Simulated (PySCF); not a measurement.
# H2: levels of theory

The task, for H2: compare levels of theory; the runs are relaxation and vibrations and intensities.

Method: relaxation, b3lyp, aug-cc-pvtz, and further levels as typed in the inputs, in PySCF 2.14.0.

**1. The structure to begin with**

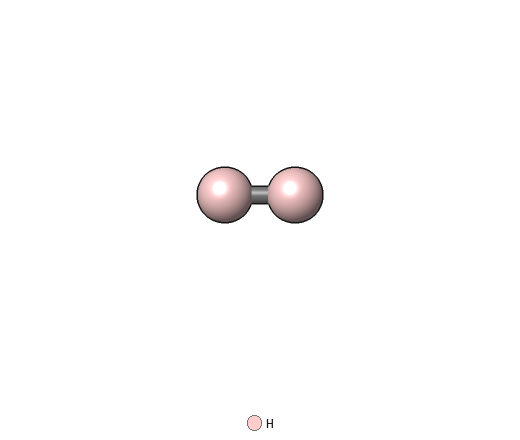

Start, viewed face on; hydrogen pink.

Structure file:

```xyz
2

H     0.0000    0.0000    0.0000
H     0.0000    0.0000    0.7400
```

**2. Relaxation: H2**

Contents of run.py:

```python
from pyscf import gto, dft
from pyscf.geomopt.geometric_solver import optimize
mol = gto.M(atom="mol.xyz", basis="aug-cc-pvtz", verbose=4)
mf = dft.RKS(mol, xc="b3lyp").density_fit().run(conv_tol=1e-9)
m = optimize(mf, maxsteps=60)
print("optimised structure (A):")
for k in range(m.natm): print(m.atom_symbol(k), *(f"{x:.8f}" for x in m.atom_coords(unit="A")[k]))
```

On the command line:

```sh
python run.py
```

Output:

```text
[INPUT] num. atoms = 2
[INPUT] num. electrons = 2
[INPUT] charge = 0
[INPUT] spin (= nelec alpha-beta = 2S) = 0
[INPUT] symmetry False subgroup None
[INPUT] Mole.unit = angstrom
[INPUT] Symbol           X                Y                Z      unit          X                Y                Z       unit  Magmom
[INPUT]  1 H      0.000000000000   0.000000000000   0.000000000000 AA    0.000000000000   0.000000000000   0.000000000000 Bohr   0.0
[INPUT]  2 H      0.000000000000   0.000000000000   0.740000000000 AA    0.000000000000   0.000000000000   1.398397332178 Bohr   0.0

nuclear repulsion = 0.715104339081081
number of shells = 18
number of NR pGTOs = 50
number of NR cGTOs = 46
basis = aug-cc-pvtz
ecp = {}

******** <class 'pyscf.df.df_jk.DFRKS'> ********
method = DFRKS
initial guess = minao
damping factor = 0
level_shift factor = 0
DIIS = <class 'pyscf.scf.diis.CDIIS'>
diis_start_cycle = 1
diis_space = 8
diis_damp = 0
SCF conv_tol = 1e-09
SCF conv_tol_grad = None
SCF max_cycles = 50
direct_scf = False
XC library pyscf.dft.libxc version 7.0.0
    S. Lehtola, C. Steigemann, M. J.T. Oliveira, and M. A.L. Marques.,  SoftwareX 7, 1–5 (2018)
XC functionals = b3lyp
    P. J. Stephens, F. J. Devlin, C. F. Chabalowski, and M. J. Frisch.,  J. Phys. Chem. 98, 11623 (1994)
radial grids:
    Treutler-Ahlrichs [JCP 102, 346 (1995); DOI:10.1063/1.469408] (M4) radial grids

becke partition: Becke, JCP 88, 2547 (1988); DOI:10.1063/1.454033
pruning grids: <function nwchem_prune at 0x73e3d238f100>
grids dens level: 3
symmetrized grids: False
atomic radii adjust function: <function treutler_atomic_radii_adjust at 0x73e3d23b40e0>
small_rho_cutoff = 0
Set gradient conv threshold to 3.16228e-05
Initial guess from minao.
tot grids = 19616
******** <class 'pyscf.df.df.DF'> ********
auxbasis = aug-cc-pvtz-jkfit
init E= -0.953314524036257
  HOMO = -0.46336983177815  LUMO = 0.00461571471454381  gap/eV = 12.73454
cycle= 1 E= -1.17953931046443  delta_E= -0.226  |g|= 0.0357  |ddm|= 0.664
  HOMO = -0.426238869652913  LUMO = 0.0165329968031838  gap/eV = 12.04844
cycle= 2 E= -1.17999632199023  delta_E= -0.000457  |g|= 0.00792  |ddm|= 0.0296
  HOMO = -0.434730332758035  LUMO = 0.0150199718444752  gap/eV = 12.23833
cycle= 3 E= -1.18001951733181  delta_E= -2.32e-05  |g|= 0.000127  |ddm|= 0.00492
  HOMO = -0.434672056545865  LUMO = 0.0150504139588234  gap/eV = 12.23757
cycle= 4 E= -1.18001952151017  delta_E= -4.18e-09  |g|= 1.88e-06  |ddm|= 0.000124
  HOMO = -0.43467202884464  LUMO = 0.0150514277030098  gap/eV = 12.23760
cycle= 5 E= -1.18001952151232  delta_E= -2.15e-12  |g|= 7.7e-08  |ddm|= 4.92e-06
  HOMO = -0.434671937374184  LUMO = 0.0150514576843285  gap/eV = 12.23760
Extra cycle  E= -1.18001952151232  delta_E= 2.22e-16  |g|= 1.57e-08  |ddm|= 9.36e-08
converged SCF energy = -1.18001952151232
Create scanner for <class 'pyscf.df.grad.rks.Gradients'>
Create scanner for <class 'pyscf.df.df_jk.DFRKS'>

Geometry optimization cycle 1
Cartesian coordinates (Angstrom)
 Atom        New coordinates             dX        dY        dZ
   H   0.000000   0.000000   0.000000    0.000000  0.000000  0.000000
   H   0.000000   0.000000   0.740000    0.000000  0.000000  0.000000

WARN: Mole.unit (angstrom) is changed to Bohr

New geometry
   1 H      0.000000000000   0.000000000000   0.000000000000 AA    0.000000000000   0.000000000000   0.000000000000 Bohr
   2 H      0.000000000000   0.000000000000   0.740000000000 AA    0.000000000000   0.000000000000   1.398397332178 Bohr

******** <class 'pyscf.scf.hf.DFRKS_Scanner'> ********
method = DFRKS_Scanner
initial guess = minao
damping factor = 0
level_shift factor = 0
DIIS = <class 'pyscf.scf.diis.CDIIS'>
diis_start_cycle = 1
diis_space = 8
diis_damp = 0
SCF conv_tol = 1e-09
SCF conv_tol_grad = None
SCF max_cycles = 50
direct_scf = False
XC library pyscf.dft.libxc version 7.0.0
    S. Lehtola, C. Steigemann, M. J.T. Oliveira, and M. A.L. Marques.,  SoftwareX 7, 1–5 (2018)
XC functionals = b3lyp
    P. J. Stephens, F. J. Devlin, C. F. Chabalowski, and M. J. Frisch.,  J. Phys. Chem. 98, 11623 (1994)
radial grids:
    Treutler-Ahlrichs [JCP 102, 346 (1995); DOI:10.1063/1.469408] (M4) radial grids

becke partition: Becke, JCP 88, 2547 (1988); DOI:10.1063/1.454033
pruning grids: <function nwchem_prune at 0x73e3d238f100>
grids dens level: 3
symmetrized grids: False
atomic radii adjust function: <function treutler_atomic_radii_adjust at 0x73e3d23b40e0>
small_rho_cutoff = 0
Set gradient conv threshold to 3.16228e-05
tot grids = 19616
******** <class 'pyscf.df.df.DF'> ********
auxbasis = aug-cc-pvtz-jkfit
init E= -1.18001952151232
  HOMO = -0.434671957413263  LUMO = 0.0150514552013374  gap/eV = 12.23760
cycle= 1 E= -1.18001952151232  delta_E= 1.33e-15  |g|= 3.46e-09  |ddm|= 1.54e-08
  HOMO = -0.434671952933384  LUMO = 0.0150514561780564  gap/eV = 12.23760
Extra cycle  E= -1.18001952151232  delta_E= -1.33e-15  |g|= 7.64e-10  |ddm|= 2.71e-09
converged SCF energy = -1.18001952151232

******** <class 'pyscf.grad.rhf.Gradients_Scanner'> for <class 'pyscf.scf.hf.DFRKS_Scanner'> ********
unit = Eh/Bohr
grid_response = False
--------------- DFRKS_Scanner gradients ---------------
         x                y                z
0 H     0.0000000000     0.0000000000     0.0020307134
1 H    -0.0000000000    -0.0000000000    -0.0020307134
----------------------------------------------
cycle 1: E = -1.18001952151  dE = -1.18002  norm(grad) = 0.00287186

Geometry optimization cycle 2
Cartesian coordinates (Angstrom)
 Atom        New coordinates             dX        dY        dZ
   H  -0.000000  -0.000000  -0.001373   -0.000000 -0.000000 -0.001373
   H   0.000000   0.000000   0.741373    0.000000  0.000000  0.001373
New geometry
   1 H     -0.000000000000  -0.000000000000  -0.001372794006 AA   -0.000000000000  -0.000000000000  -0.002594204696 Bohr
   2 H      0.000000000000   0.000000000000   0.741372794006 AA    0.000000000000   0.000000000000   1.400991536874 Bohr

******** <class 'pyscf.scf.hf.DFRKS_Scanner'> ********
method = DFRKS_Scanner
initial guess = minao
damping factor = 0
level_shift factor = 0
DIIS = <class 'pyscf.scf.diis.CDIIS'>
diis_start_cycle = 1
diis_space = 8
diis_damp = 0
SCF conv_tol = 1e-09
SCF conv_tol_grad = None
SCF max_cycles = 50
direct_scf = False
XC library pyscf.dft.libxc version 7.0.0
    S. Lehtola, C. Steigemann, M. J.T. Oliveira, and M. A.L. Marques.,  SoftwareX 7, 1–5 (2018)
XC functionals = b3lyp
    P. J. Stephens, F. J. Devlin, C. F. Chabalowski, and M. J. Frisch.,  J. Phys. Chem. 98, 11623 (1994)
radial grids:
    Treutler-Ahlrichs [JCP 102, 346 (1995); DOI:10.1063/1.469408] (M4) radial grids

becke partition: Becke, JCP 88, 2547 (1988); DOI:10.1063/1.454033
pruning grids: <function nwchem_prune at 0x73e3d238f100>
grids dens level: 3
symmetrized grids: False
atomic radii adjust function: <function treutler_atomic_radii_adjust at 0x73e3d23b40e0>
small_rho_cutoff = 0
Set gradient conv threshold to 3.16228e-05
tot grids = 19616
******** <class 'pyscf.df.df.DF'> ********
auxbasis = aug-cc-pvtz-jkfit
init E= -1.179152641208
  HOMO = -0.434839096271534  LUMO = 0.0144661994323801  gap/eV = 12.22622
cycle= 1 E= -1.18002490442648  delta_E= -0.000872  |g|= 0.000399  |ddm|= 0.000907
  HOMO = -0.433991086422796  LUMO = 0.0148731955563987  gap/eV = 12.21422
cycle= 2 E= -1.18002498180785  delta_E= -7.74e-08  |g|= 0.000104  |ddm|= 0.00043
  HOMO = -0.434100263942049  LUMO = 0.0148486321446232  gap/eV = 12.21652
cycle= 3 E= -1.18002498552837  delta_E= -3.72e-09  |g|= 3.31e-06  |ddm|= 5.97e-05
  HOMO = -0.434103889073715  LUMO = 0.0148466045970309  gap/eV = 12.21657
cycle= 4 E= -1.18002498553117  delta_E= -2.8e-12  |g|= 2.75e-08  |ddm|= 2.05e-06
  HOMO = -0.434103909906661  LUMO = 0.0148465692316712  gap/eV = 12.21656
Extra cycle  E= -1.18002498553117  delta_E= 1.11e-15  |g|= 2.03e-09  |ddm|= 3.91e-08
converged SCF energy = -1.18002498553117

******** <class 'pyscf.grad.rhf.Gradients_Scanner'> for <class 'pyscf.scf.hf.DFRKS_Scanner'> ********
unit = Eh/Bohr
grid_response = False
--------------- DFRKS_Scanner gradients ---------------
         x                y                z
0 H    -0.0000000000     0.0000000000     0.0000812647
1 H     0.0000000000    -0.0000000000    -0.0000812647
----------------------------------------------
cycle 2: E = -1.18002498553  dE = -5.46402e-06  norm(grad) = 0.000114926

Geometry optimization cycle 3
Cartesian coordinates (Angstrom)
 Atom        New coordinates             dX        dY        dZ
   H  -0.000000  -0.000000  -0.001430    0.000000 -0.000000 -0.000057
   H   0.000000   0.000000   0.741430   -0.000000  0.000000  0.000057
New geometry
   1 H     -0.000000000000  -0.000000000000  -0.001430020265 AA   -0.000000000000  -0.000000000000  -0.002702346654 Bohr
   2 H      0.000000000000   0.000000000000   0.741430020265 AA    0.000000000000   0.000000000000   1.401099678832 Bohr

******** <class 'pyscf.scf.hf.DFRKS_Scanner'> ********
method = DFRKS_Scanner
initial guess = minao
damping factor = 0
level_shift factor = 0
DIIS = <class 'pyscf.scf.diis.CDIIS'>
diis_start_cycle = 1
diis_space = 8
diis_damp = 0
SCF conv_tol = 1e-09
SCF conv_tol_grad = None
SCF max_cycles = 50
direct_scf = False
XC library pyscf.dft.libxc version 7.0.0
    S. Lehtola, C. Steigemann, M. J.T. Oliveira, and M. A.L. Marques.,  SoftwareX 7, 1–5 (2018)
XC functionals = b3lyp
    P. J. Stephens, F. J. Devlin, C. F. Chabalowski, and M. J. Frisch.,  J. Phys. Chem. 98, 11623 (1994)
radial grids:
    Treutler-Ahlrichs [JCP 102, 346 (1995); DOI:10.1063/1.469408] (M4) radial grids

becke partition: Becke, JCP 88, 2547 (1988); DOI:10.1063/1.454033
pruning grids: <function nwchem_prune at 0x73e3d238f100>
grids dens level: 3
symmetrized grids: False
atomic radii adjust function: <function treutler_atomic_radii_adjust at 0x73e3d23b40e0>
small_rho_cutoff = 0
Set gradient conv threshold to 3.16228e-05
tot grids = 19616
******** <class 'pyscf.df.df.DF'> ********
auxbasis = aug-cc-pvtz-jkfit
init E= -1.17998871999942
  HOMO = -0.434110883261392  LUMO = 0.0148221560882206  gap/eV = 12.21609
cycle= 1 E= -1.18002499425641  delta_E= -3.63e-05  |g|= 1.66e-05  |ddm|= 3.77e-05
  HOMO = -0.434075580833687  LUMO = 0.0148390956687149  gap/eV = 12.21559
cycle= 2 E= -1.1800249943905  delta_E= -1.34e-10  |g|= 4.31e-06  |ddm|= 1.79e-05
  HOMO = -0.43408124516824  LUMO = 0.0148378201946199  gap/eV = 12.21571
Extra cycle  E= -1.18002499439663  delta_E= -6.13e-12  |g|= 9.13e-07  |ddm|= 3.1e-06
converged SCF energy = -1.18002499439663

******** <class 'pyscf.grad.rhf.Gradients_Scanner'> for <class 'pyscf.scf.hf.DFRKS_Scanner'> ********
unit = Eh/Bohr
grid_response = False
--------------- DFRKS_Scanner gradients ---------------
         x                y                z
0 H     0.0000000000     0.0000000000     0.0000010021
1 H    -0.0000000000    -0.0000000000    -0.0000010021
----------------------------------------------
cycle 3: E = -1.1800249944  dE = -8.86547e-09  norm(grad) = 1.41721e-06
optimised structure (A):
H -0.00000000 -0.00000000 -0.00143002
H 0.00000000 0.00000000 0.74143002
```

Wall time 3 s (2 threads of AMD EPYC, shared host).

**3. Vibrations and intensities: vibrations and intensities, b3lyp, aug-cc-pvtz**

It takes the final geometry of step 2.

Contents of run.py:

```python
from pyscf import gto, dft
from pyscf.hessian import thermo
import numpy as np
mol = gto.M(atom="mol.xyz", basis="aug-cc-pvtz", verbose=4)
mf = dft.RKS(mol, xc="b3lyp").density_fit().run(conv_tol=1e-9)
mol.verbose = 0; x = mol.atom_coords(); n = x.size; h = np.zeros((n, n + 3))
def point(d):  # for finite differences of the forces
    m = mol.set_geom_(x + d.reshape(-1, 3), unit="Bohr", inplace=False); s = dft.RKS(m, xc="b3lyp").density_fit()
    s.grids.level = 4
    s.run(mf.make_rdm1(), conv_tol=1e-10); g = s.nuc_grad_method(); g.grid_response = True
    return np.append(g.kernel(), s.dip_moment(unit="AU", verbose=0))
for k in range(n): d = np.zeros(n); d[k] = 0.01; h[k] = (point(d) - point(-d)) / 0.02
H = (h[:, :n] + h[:, :n].T) / 2
f = thermo.harmonic_analysis(mol, H.reshape(mol.natm, 3, mol.natm, 3).transpose(0, 2, 1, 3))
print("harmonic vibrations: frequency (1/cm), infrared intensity (km/mol)")
for w, q in zip(f["freq_wavenumber"], f["norm_mode"]): t = q.ravel() @ h[:, n:]; print(f"  {w.real - w.imag:9.2f} {974.88 * t @ t:9.2f}")
```

On the command line:

```sh
python run.py
```

Output:

```text
[INPUT] num. atoms = 2
[INPUT] num. electrons = 2
[INPUT] charge = 0
[INPUT] spin (= nelec alpha-beta = 2S) = 0
[INPUT] symmetry False subgroup None
[INPUT] Mole.unit = angstrom
[INPUT] Symbol           X                Y                Z      unit          X                Y                Z       unit  Magmom
[INPUT]  1 H      0.000000000000   0.000000000000  -0.001430020000 AA    0.000000000000   0.000000000000  -0.002702346153 Bohr   0.0
[INPUT]  2 H      0.000000000000   0.000000000000   0.741430020000 AA    0.000000000000   0.000000000000   1.401099678331 Bohr   0.0

nuclear repulsion = 0.712351159607401
number of shells = 18
number of NR pGTOs = 50
number of NR cGTOs = 46
basis = aug-cc-pvtz
ecp = {}

******** <class 'pyscf.df.df_jk.DFRKS'> ********
method = DFRKS
initial guess = minao
damping factor = 0
level_shift factor = 0
DIIS = <class 'pyscf.scf.diis.CDIIS'>
diis_start_cycle = 1
diis_space = 8
diis_damp = 0
SCF conv_tol = 1e-09
SCF conv_tol_grad = None
SCF max_cycles = 50
direct_scf = False
XC library pyscf.dft.libxc version 7.0.0
    S. Lehtola, C. Steigemann, M. J.T. Oliveira, and M. A.L. Marques.,  SoftwareX 7, 1–5 (2018)
XC functionals = b3lyp
    P. J. Stephens, F. J. Devlin, C. F. Chabalowski, and M. J. Frisch.,  J. Phys. Chem. 98, 11623 (1994)
radial grids:
    Treutler-Ahlrichs [JCP 102, 346 (1995); DOI:10.1063/1.469408] (M4) radial grids

becke partition: Becke, JCP 88, 2547 (1988); DOI:10.1063/1.454033
pruning grids: <function nwchem_prune at 0x7876ad38f1a0>
grids dens level: 3
symmetrized grids: False
atomic radii adjust function: <function treutler_atomic_radii_adjust at 0x7876ad3c0180>
small_rho_cutoff = 0
Set gradient conv threshold to 3.16228e-05
[... 1 set-up line as earlier in the session ...]
tot grids = 19616
******** <class 'pyscf.df.df.DF'> ********
auxbasis = aug-cc-pvtz-jkfit
init E= -0.953266923420918
  HOMO = -0.46226194289808  LUMO = 0.00439441649242878  gap/eV = 12.69837
cycle= 1 E= -1.17955680519257  delta_E= -0.226  |g|= 0.0352  |ddm|= 0.665
  HOMO = -0.425765236559105  LUMO = 0.0163114763692667  gap/eV = 12.02952
cycle= 2 E= -1.18000245647753  delta_E= -0.000446  |g|= 0.0078  |ddm|= 0.0293
  HOMO = -0.434140689018705  LUMO = 0.0148060300282596  gap/eV = 12.21646
cycle= 3 E= -1.18002499012906  delta_E= -2.25e-05  |g|= 0.000128  |ddm|= 0.00486
  HOMO = -0.434080408643104  LUMO = 0.014836935097407  gap/eV = 12.21566
cycle= 4 E= -1.1800249943948  delta_E= -4.27e-09  |g|= 1.88e-06  |ddm|= 0.000125
  HOMO = -0.434080350558873  LUMO = 0.0148379583190361  gap/eV = 12.21569
cycle= 5 E= -1.18002499439695  delta_E= -2.15e-12  |g|= 7.51e-08  |ddm|= 4.94e-06
  HOMO = -0.434080261998498  LUMO = 0.014837987713048  gap/eV = 12.21569
Extra cycle  E= -1.18002499439695  delta_E= -3.55e-15  |g|= 1.52e-08  |ddm|= 9.24e-08
converged SCF energy = -1.18002499439695
harmonic vibrations: frequency (1/cm), infrared intensity (km/mol)
    4417.71      0.00
```

Run time: 9.2 s. Hardware: 2 threads of AMD EPYC, shared host.

Harmonic frequencies from the force constants, with isotope-averaged masses (PySCF's default) and rigid motions projected out (i: imaginary):

| mode | cm⁻¹ | IR (km/mol) |
| --- | --- | --- |
| 1 | 4418 | 0.0 |

(Part 1 of 2 ends here.)
